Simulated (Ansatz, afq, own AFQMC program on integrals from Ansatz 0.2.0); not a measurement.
# AlHO (singlet): quantum Monte Carlo beside coupled cluster at scale of all distances = 1.308, cc-pVDZ

How near does AFQMC come to the top of the ladder for AlHO (singlet)?

The runs use Ansatz 0.2.0, Gaussian basis, and an in-house AFQMC program (afq) on its integrals; all values are calculated; cc-pVDZ, frozen cores.

The runs, in order: PBE (unrestricted); r2SCAN (unrestricted); PBE0 (unrestricted); B3LYP (unrestricted); wB97M-V (unrestricted); B2PLYP (unrestricted); CCSD(T) on RHF; CCSDT(Q) on RHF; Phaseless AFQMC, CISD trial on RHF; UHF.

5 further runs of the same task are left out: 5 that didn't finish.

### Step 1. The system

The geometry derives from a PBE0/def2-TZVP stationary point (not a proven minimum). All distances are scaled together.

3 atoms, charge 0, spin multiplicity 1.

Atoms are counted from 1 here; the program's logs count them from 0.

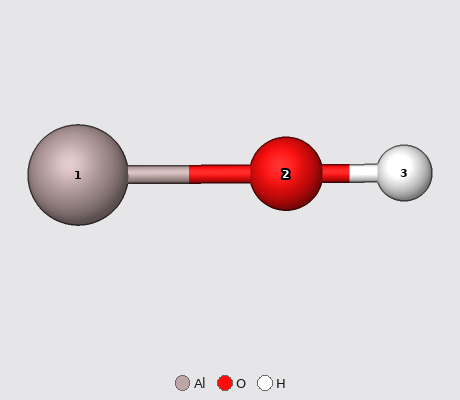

The geometry (aluminium light grey, oxygen red, hydrogen white); atoms are numbered from 1 in the order of the file.

### Step 2. PBE (unrestricted)

in.yaml

```yaml
crystal:
  periodic: [false, false, false]
  atoms:
    - {symbol: Al, position_ang: [0.000000, 0.000000, 1.874354]}
    - {symbol: O, position_ang: [0.000000, 0.000000, -0.315853]}
    - {symbol: H, position_ang: [0.000000, 0.000000, -1.558500]}
basis:
  gaussian: {orbitals: cc-pVDZ}
magnetization: {spin_polarized: true, initial_magnetization: 0}
hamiltonian: {xc: {name: PBE}}
output: {orbitals: {seedname: orbitals}}
```

Started as:

```sh
$ ansatz run in.yaml --threads 1 --pin off --events-out ev --progress --plain --max-ram 1382MiB
```

What it wrote:

```text
Functional definition: PBE
  name "PBE"
  cite "Perdew, Burke & Ernzerhof, Phys. Rev. Lett. 77, 3865 (1996) doi:10.1103/PhysRevLett.77.3865"
  parent pbe
  parameter kappa = 0.804
  parameter beta = 0.06672455060314922
  exchange = pbe_x(kappa = kappa, mu = beta*pi^2/3)
  correlation = pbe_c(beta = beta)
446 factors; their error is unknown
mean field evaluation 1: about -8644.4133 eV, gradient 4.5e1 eV
mean field evaluation 2: about -8464.5753 eV, gradient 1.3e2 eV
mean field evaluation 4: about -8640.1328 eV, gradient 4.9e1 eV
mean field evaluation 8: about -8652.8375 eV, gradient 5.9e-2 eV
mean field evaluation 16: about -8652.8098 eV, gradient 6.8e-6 eV
mean field -8652.80979889 eV, -317.9848950242 hartree, gradient 6.8e-6 eV, S^2 0.000000; 0 other end points of the search recorded, 0 dependent functions left out
reference -8652.80982803 eV, -317.9848960950 hartree; 11, 11 occupied and 26, 26 virtual orbitals, 446 factors
Total energy: -8652.80982803 eV, -317.9848960950 hartree
```

It took 0.9 s on 1 thread of Intel Xeon Platinum 8175M at 2.50GHz (Skylake/Cascade Lake), shared host.

From the report: ⟨S²⟩ of the determinant 0.000 (pure singlet: 0.00).

### Step 3. r2SCAN (unrestricted)

in.yaml: that of step 2 with these lines changed.

```diff
@@ -9,3 +9,2 @@
 magnetization: {spin_polarized: true, initial_magnetization: 0}
-hamiltonian: {xc: {name: PBE}}
-output: {orbitals: {seedname: orbitals}}
+hamiltonian: {xc: {name: r2SCAN}}
```

Launched as before.

What it wrote:

```text
Functional definition: r2SCAN
  name "r2SCAN"
  cite "Furness, Kaplan, Ning, Perdew & Sun, J. Phys. Chem. Lett. 11, 8208 (2020) doi:10.1021/acs.jpclett.0c02405"
  cite "Furness, Kaplan, Ning, Perdew & Sun, J. Phys. Chem. Lett. 11, 9248 (2020) doi:10.1021/acs.jpclett.0c03077"
  parent r2scan
  parameter k0 = 0.174
  parameter k1 = 0.065
  parameter a1 = 4.9479
  exchange = r2scan_x(k0 = k0, k1 = k1, a1 = a1)
  correlation = r2scan_c
446 factors; their error is unknown
mean field evaluation 1: about -8649.0329 eV, gradient 4.2e1 eV
mean field evaluation 2: about -8486.0098 eV, gradient 1.2e2 eV
mean field evaluation 4: about -8654.3688 eV, gradient 1.8e1 eV
mean field evaluation 8: about -8656.5932 eV, gradient 1.8e-2 eV
mean field evaluation 16: about -8656.5673 eV, gradient 1.0e-5 eV
mean field -8656.56725072 eV, -318.1229788321 hartree, gradient 1.0e-5 eV, S^2 0.000000; 0 other end points of the search recorded, 0 dependent functions left out
reference -8656.56726316 eV, -318.1229792891 hartree; 11, 11 occupied and 26, 26 virtual orbitals, 446 factors
Total energy: -8656.56726316 eV, -318.1229792891 hartree
```

It took 2.2 s on 1 thread of Intel Xeon Platinum 8175M at 2.50GHz (Skylake/Cascade Lake), shared host.

From the report: ⟨S²⟩ of the determinant 0.000 (pure singlet: 0.00).

### Step 4. PBE0 (unrestricted)

in.yaml: that of step 3 with these lines changed.

```diff
@@ -9,2 +9,3 @@
 magnetization: {spin_polarized: true, initial_magnetization: 0}
-hamiltonian: {xc: {name: r2SCAN}}
+hamiltonian: {xc: {name: PBE0}}
+output: {orbitals: {seedname: orbitals}}
```

Same command.

What it wrote:

```text
Functional definition: PBE0
  name "PBE0"
  cite "Adamo & Barone, J. Chem. Phys. 110, 6158 (1999) doi:10.1063/1.478522"
  cite "Perdew, Burke & Ernzerhof, Phys. Rev. Lett. 77, 3865 (1996) doi:10.1103/PhysRevLett.77.3865"
  parent pbe
  parameter a = 0.25
  parameter kappa = 0.804
  parameter beta = 0.06672455060314922
  exchange = (1 - a)*pbe_x(kappa = kappa, mu = beta*pi^2/3) + a*exact_x
  correlation = pbe_c(beta = beta)
359 factors; integrals over basis functions are off by at most 1.2e-3 eV
mean field evaluation 1: about -8646.0671 eV, gradient 4.0e1 eV
mean field evaluation 2: about -8506.6427 eV, gradient 1.2e2 eV
mean field evaluation 4: about -8652.8531 eV, gradient 4.8e0 eV
mean field evaluation 8: about -8653.0202 eV, gradient 1.6e-1 eV
mean field evaluation 16: about -8653.0204 eV, gradient 2.9e-6 eV
mean field -8653.02037989 eV, -317.9926337331 hartree, gradient 2.1e-6 eV, S^2 0.000000; 0 other end points of the search recorded, 0 dependent functions left out
reference -8653.02040204 eV, -317.9926345470 hartree; 11, 11 occupied and 26, 26 virtual orbitals, 359 factors
Total energy: -8653.02040204 eV, -317.9926345470 hartree
```

Run time: 1.2 s. Hardware: 1 thread of Intel Xeon Platinum 8175M at 2.50GHz (Skylake/Cascade Lake), shared host.

From the report: ⟨S²⟩ of the determinant 0.000 (pure singlet: 0.00).

### Step 5. B3LYP (unrestricted)

in.yaml: that of step 4 with these lines changed.

```diff
@@ -9,3 +9,2 @@
 magnetization: {spin_polarized: true, initial_magnetization: 0}
-hamiltonian: {xc: {name: PBE0}}
-output: {orbitals: {seedname: orbitals}}
+hamiltonian: {xc: {name: B3LYP}}
```

The command is unchanged.

What it wrote, cut to the lines that bear on the results:

```text
Functional definition: B3LYP
  name "B3LYP"
  cite "Stephens, Devlin, Chabalowski & Frisch, J. Phys. Chem. 98, 11623 (1994) doi:10.1021/j100096a001"
  cite "Becke, Phys. Rev. A 38, 3098 (1988) doi:10.1103/PhysRevA.38.3098"
  cite "Lee, Yang & Parr, Phys. Rev. B 37, 785 (1988) doi:10.1103/PhysRevB.37.785"
  cite "Vosko, Wilk & Nusair, Can. J. Phys. 58, 1200 (1980) doi:10.1139/p80-159"
[...]
359 factors; integrals over basis functions are off by at most 1.2e-3 eV
[...]
mean field -8659.11110449 eV, -318.2164637338 hartree, gradient 1.6e-5 eV, S^2 0.000000; 0 other end points of the search recorded, 0 dependent functions left out
reference -8659.11128667 eV, -318.2164704287 hartree; 11, 11 occupied and 26, 26 virtual orbitals, 359 factors
Total energy: -8659.11128667 eV, -318.2164704287 hartree
```

Run time: 1.2 s. Hardware: 1 thread of Intel Xeon Platinum 8175M at 2.50GHz (Skylake/Cascade Lake), shared host.

From the report: ⟨S²⟩ of the determinant 0.000 (pure singlet: 0.00).

### Step 6. wB97M-V (unrestricted)

in.yaml: that of step 5 with these lines changed.

```diff
@@ -9,2 +9,3 @@
 magnetization: {spin_polarized: true, initial_magnetization: 0}
-hamiltonian: {xc: {name: B3LYP}}
+hamiltonian: {xc: {name: wB97M-V}}
+output: {orbitals: {seedname: orbitals}}
```

The command is unchanged.

What it wrote, cut to the lines that bear on the results:

```text
Functional definition: wB97M-V
  name "wB97M-V"
  cite "Mardirossian & Head-Gordon, J. Chem. Phys. 144, 214110 (2016) doi:10.1063/1.4952647"
  cite "Becke, J. Chem. Phys. 107, 8554 (1997) doi:10.1063/1.475007"
  cite "Vydrov & Van Voorhis, J. Chem. Phys. 133, 244103 (2010) doi:10.1063/1.3521275"
  # Of w^i u^j: cxij and so on, Table III.
[...]
  gx(w, u) = 1 - cx + cx01*u + cx10*w
  gss(w, u) = css00 + css04*u^4 + css10*w + css20*w^2 + css43*w^4*u^3
  gos(w, u) = cos00 + cos10*w + (cos20 + cos21*u)*w^2 + (cos60 + cos61*u)*w^6
[...]
      + integral(e_c_pw_mod_opposite_spin*gos(b97_w_opposite, b97_u_opposite)) + vv10(b, c)
359 factors; integrals over basis functions are off by at most 1.2e-3 eV
111 factors; integrals over basis functions are off by at most 2.3e-5 eV
[...]
mean field -8657.53905940 eV, -318.1586921422 hartree, gradient 5.7e-5 eV, S^2 0.000000; 0 other end points of the search recorded, 0 dependent functions left out
reference -8657.53909400 eV, -318.1586934138 hartree; 11, 11 occupied and 26, 26 virtual orbitals, 359 factors
Total energy: -8657.53909400 eV, -318.1586934138 hartree
```

It took 6 s on 1 thread of Intel Xeon Platinum 8175M at 2.50GHz (Skylake/Cascade Lake), shared host.

From the report: ⟨S²⟩ of the determinant 0.000 (pure singlet: 0.00).

### Step 7. B2PLYP (unrestricted)

in.yaml: that of step 6 with these lines changed.

```diff
@@ -9,3 +9,3 @@
 magnetization: {spin_polarized: true, initial_magnetization: 0}
-hamiltonian: {xc: {name: wB97M-V}}
-output: {orbitals: {seedname: orbitals}}
+hamiltonian: {xc: {name: B2PLYP}}
+correlation: {electrons: outside_noble_gas}
```

The command is unchanged.

What it wrote, cut to the lines that bear on the results:

```text
Functional definition: B2PLYP
  name "B2PLYP"
  cite "Grimme, J. Chem. Phys. 124, 034108 (2006) doi:10.1063/1.2148954"
  cite "Becke, Phys. Rev. A 38, 3098 (1988) doi:10.1103/PhysRevA.38.3098"
  cite "Lee, Yang & Parr, Phys. Rev. B 37, 785 (1988) doi:10.1103/PhysRevB.37.785"
[...]
359 factors; integrals over basis functions are off by at most 1.2e-3 eV
[...]
mean field -8651.13094977 eV, -317.9231984567 hartree, gradient 1.1e-6 eV, S^2 0.000000; 0 other end points of the search recorded, 0 dependent functions left out
6 core orbitals not correlated: weight in the atoms' cores, before any rotation towards them, 1.000 or more for the frozen orbitals, at most 0.000 for the correlated occupied ones
reference -8651.13106701 eV, -317.9232027653 hartree; 5, 5 occupied and 26, 26 virtual orbitals, 359 factors
second order -8.93588921 eV of doubles, -0.00000000 eV of singles
Total energy: -8653.54375709 eV, -318.0118674906 hartree
```

Wall time 1.9 s (1 thread of Intel Xeon Platinum 8175M at 2.50GHz (Skylake/Cascade Lake), shared host).

From the report: ⟨S²⟩ of the determinant 0.000 (pure singlet: 0.00).

### Step 8. CCSD(T) on RHF

in.yaml: that of step 7 with these lines changed.

```diff
@@ -8,4 +8,3 @@
   gaussian: {orbitals: cc-pVDZ}
-magnetization: {spin_polarized: true, initial_magnetization: 0}
-hamiltonian: {xc: {name: B2PLYP}}
-correlation: {electrons: outside_noble_gas}
+magnetization: {spin_polarized: false}
+correlation: {method: ccsd_t, electrons: outside_noble_gas, hamiltonian_folder: ham}
```

The command is unchanged.

What it wrote, cut to the lines that bear on the results:

```text
Functional definition: HF
  name "HF"
  cite "Fock, Z. Phys. 61, 126 (1930) doi:10.1007/BF01340294"
  parent pbe
[...]
359 factors; integrals over basis functions are off by at most 1.2e-3 eV
[...]
mean field -8633.85525570 eV, -317.2883284098 hartree, gradient 1.6e-6 eV, S^2 0.000000; 0 other end points of the search recorded, 0 dependent functions left out
6 core orbitals not correlated: weight in the atoms' cores, before any rotation towards them, 1.000 or more for the frozen orbitals, at most 0.000 for the correlated occupied ones
reference -8633.85525570 eV, -317.2883284098 hartree; 5, 5 occupied and 26, 26 virtual orbitals, 359 factors
second order -6.87573799 eV of doubles, -0.00000000 eV of singles
cycle   1  -6.84656520 eV  change    2.9e-2 eV  update   1.3e-1
[...]
cycle  12  -7.31403677 eV  change   -3.7e-6 eV  update   3.6e-6
perturbative correction -0.25521318 eV, -0.0093789112 hartree
Total energy: -8641.42450565 eV, -317.5664932147 hartree
```

Run time: 0.69 s. Hardware: 1 thread of Intel Xeon Platinum 8175M at 2.50GHz (Skylake/Cascade Lake), shared host.

From the report: correlation -7.5692 eV; T1 0.039; largest double amplitude 0.10.

This run also writes the integrals to the folder ham.

### Step 9. CCSDT(Q) on RHF

in.yaml: that of step 8 with these lines changed.

```diff
@@ -9,2 +9,2 @@
 magnetization: {spin_polarized: false}
-correlation: {method: ccsd_t, electrons: outside_noble_gas, hamiltonian_folder: ham}
+correlation: {method: ccsdt_q, electrons: outside_noble_gas}
```

Same command.

What it wrote, cut to the lines that bear on the results:

```text
Functional definition: HF
  name "HF"
  cite "Fock, Z. Phys. 61, 126 (1930) doi:10.1007/BF01340294"
  parent pbe
[...]
633 factors; integrals over basis functions are off by at most 2.6e-7 eV
[...]
mean field -8633.85529950 eV, -317.2883300193 hartree, gradient 1.6e-6 eV, S^2 0.000000; 0 other end points of the search recorded, 0 dependent functions left out
6 core orbitals not correlated: weight in the atoms' cores, before any rotation towards them, 1.000 or more for the frozen orbitals, at most 0.000 for the correlated occupied ones
reference -8633.85529950 eV, -317.2883300193 hartree; 5, 5 occupied and 26, 26 virtual orbitals, 633 factors
second order -6.87577309 eV of doubles, -0.00000000 eV of singles
cycle   1  -6.84658215 eV  change    2.9e-2 eV  update   1.4e-1
[...]
cycle  20  -7.59134294 eV  change   -2.2e-7 eV  update   3.6e-7
perturbative correction -0.05513846 eV, -0.0020263010 hartree
Total energy: -8641.50178090 eV, -317.5693330278 hartree
```

Wall time 4.1 s (1 thread of Intel Xeon Platinum 8175M at 2.50GHz (Skylake/Cascade Lake), shared host).

From the report: correlation -7.6465 eV; T1 0.043; largest double amplitude 0.10.

### Step 10. Phaseless AFQMC, CISD trial on RHF

It reads the integrals that the CCSD(T) run on this determinant wrote.

Started as:

```sh
$ afq ham --method phaseless --trial cisd --walkers 60 --populations 1 --least-time 40 --time-step 0.005 --steps-per-block 50 --equilibration-blocks 40 --max-blocks 300 --target-error 0.00076 --factor-cut 1e-05 --seed 6540 --release-times 0.24,0.51,0.99,1.62,2.4 --release-step 0.03 --release-every 4 --taylor-order 6
```

What it wrote:

```text
orbitals 31  electrons 5 5  factors 210 of 359
reference energy -317.28832841 Eh
CCSD correlation -0.26878571 Eh in 12 cycles, weight of the determinant in the CISD state 0.8535
energy of the start -317.557114 Eh
 block  time / (1/Eh)  mean weight  energy / Eh
     1     0.250  0.9997  -317.553376
     2     0.500  0.9989  -317.555324
     3     0.750  0.9996  -317.560321
     4     1.000  1.0018  -317.594873
     5     1.250  0.9998  -317.572019
     6     1.500  1.0013  -317.592390
     7     1.750  0.9977  -317.565118
     8     2.000  0.9978  -317.568633
     9     2.250  0.9993  -317.566398
    10     2.500  0.9992  -317.562666
    17     4.250  0.9987  -317.570336
    25     6.250  0.9977  -317.563837
    33     8.250  0.9969  -317.560458
    41    10.250  0.9997  -317.557629
    49    12.250  1.0009  -317.568027
    57    14.250  1.0020  -317.582698
    65    16.250  0.9976  -317.569113
    73    18.250  1.0005  -317.558059
    81    20.250  1.0017  -317.549506
    89    22.250  0.9974  -317.558731
    97    24.250  1.0013  -317.594726
   105    26.250  0.9987  -317.563581
   113    28.250  1.0026  -317.586025
   121    30.250  1.0029  -317.579881
   129    32.250  0.9975  -317.563642
   137    34.250  0.9980  -317.583268
   145    36.250  0.9998  -317.564379
   153    38.250  1.0039  -317.591400
   161    40.250  1.0010  -317.570356
   169    42.250  1.0034  -317.549682
   177    44.250  1.0013  -317.558671
   185    46.250  1.0021  -317.560481
   193    48.250  0.9992  -317.565570
   201    50.250  1.0011  -317.556245
   209    52.250  1.0006  -317.564328
   217    54.250  0.9978  -317.564384
   225    56.250  1.0016  -317.571732
   233    58.250  1.0012  -317.565681
   241    60.250  0.9999  -317.557813
   249    62.250  1.0013  -317.564081
   257    64.250  0.9990  -317.569763
   265    66.250  1.0023  -317.580192
   273    68.250  1.0002  -317.559743
   281    70.250  0.9999  -317.563385
   289    72.250  1.0021  -317.578784
   297    74.250  1.0002  -317.554807
   305    76.250  0.9979  -317.564060
   313    78.250  0.9998  -317.554289
   321    80.250  0.9999  -317.570869
   329    82.250  0.9999  -317.576432
   337    84.250  1.0003  -317.569058
blocks merged  error / Eh  count
     1  0.000667  300
     2  0.000789  150
     4  0.000946  75
     8  0.001100  37
    16  0.001255  18
    32  0.001399  9
released: time / (1/Eh)  energy / Eh  error  mean overlap
  0.24  -317.568946  0.001230  0.9997
  0.51  -317.568164  0.001057  1.0043
  0.99  -317.569323  0.001130  0.9996
  1.62  -317.569314  0.001567  0.9852
  2.40  -317.568996  0.002087  0.9837
energy -317.567726 +/- 0.001255 Eh
```

Wall time 3.4 min (1 thread of Intel Xeon Platinum 8175M at 2.50GHz (Skylake/Cascade Lake), shared host).

Energy -8641.4581 ± 0.0342 eV. Caveats: constraint bias not in the error; error above the target.

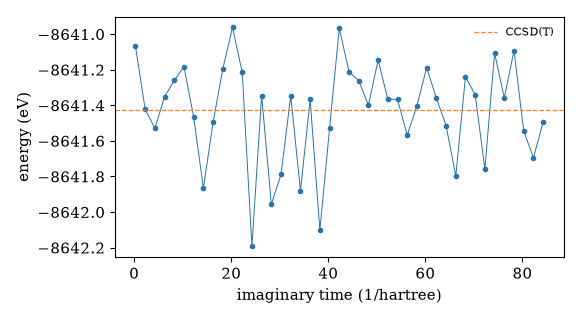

Block energies along the walk.

### Step 11. UHF

in.yaml: that of step 9 with these lines changed.

```diff
@@ -8,3 +8,4 @@
   gaussian: {orbitals: cc-pVDZ}
-magnetization: {spin_polarized: false}
-correlation: {method: ccsdt_q, electrons: outside_noble_gas}
+magnetization: {spin_polarized: true, initial_magnetization: 0}
+hamiltonian: {xc: hf}
+output: {orbitals: {seedname: orbitals}}
```

Started as:

```sh
$ ansatz run in.yaml --threads 1 --pin off --events-out ev --progress --plain --max-ram 1382MiB
```

What it wrote:

```text
Functional definition: HF
  name "HF"
  cite "Fock, Z. Phys. 61, 126 (1930) doi:10.1007/BF01340294"
  parent pbe
  exchange = exact_x
  correlation = 0
359 factors; integrals over basis functions are off by at most 1.2e-3 eV
mean field evaluation 1: about -8629.5025 eV, gradient 3.1e1 eV
mean field evaluation 2: about -8629.5131 eV, gradient 3.1e1 eV
mean field evaluation 4: about -8633.8008 eV, gradient 2.0e0 eV
mean field evaluation 8: about -8633.8545 eV, gradient 1.9e-1 eV
mean field evaluation 16: about -8627.5969 eV, gradient 2.6e1 eV
mean field evaluation 32: about -8621.8285 eV, gradient 1.4e1 eV
mean field evaluation 64: about -8631.5818 eV, gradient 3.2e0 eV
mean field -8633.85525570 eV, -317.2883284098 hartree, gradient 2.5e-5 eV, S^2 0.000000; 0 other end points of the search recorded, 0 dependent functions left out
reference -8633.85525570 eV, -317.2883284098 hartree; 11, 11 occupied and 26, 26 virtual orbitals, 359 factors
Total energy: -8633.85525570 eV, -317.2883284098 hartree
```

Run time: 0.81 s. Hardware: 1 thread of Intel Xeon Platinum 8175M at 2.50GHz (Skylake/Cascade Lake), shared host.

From the report: ⟨S²⟩ of the determinant 0.000 (pure singlet: 0.00).

### Step 12. AFQMC on the ladder

On the RHF determinant, counted from CCSDT(Q) (a yardstick, not exact):

```csv
level,energy (eV),from CCSDT(Q) (kcal/mol),statistical error (kcal/mol),time
HF,-8633.8553,+176.33,,
MP2,-8640.7310,+17.77,,
CCSD,-8641.1693,+7.67,,
CCSD(T),-8641.4245,+1.78,,
CCSDT(Q),-8641.5018,0.00,,
"Phaseless AFQMC, CISD trial, step 0.005, 60 walkers",-8641.4581,+1.01,0.79,3.4 min
```

The functionals' totals stand on their own zeros and serve differences with other points: PBE -8652.810 eV; r2SCAN -8656.567 eV; PBE0 -8653.020 eV; B3LYP -8659.111 eV; wB97M-V -8657.539 eV; B2PLYP -8653.544 eV.

### Step 13. What came out

```
                                        quantity                  value
                    CCSD(T) on RHF from CCSDT(Q)         +1.78 kcal/mol
Phaseless AFQMC, CISD trial on RHF from CCSDT(Q)  +1.01 ± 0.79 kcal/mol
```

On RHF the phaseless walk with the CISD trial lies +1.01 kcal/mol from CCSDT(Q), within three error bars. Error bars are statistical and leave out the constraint, the time step and what remains of the start.
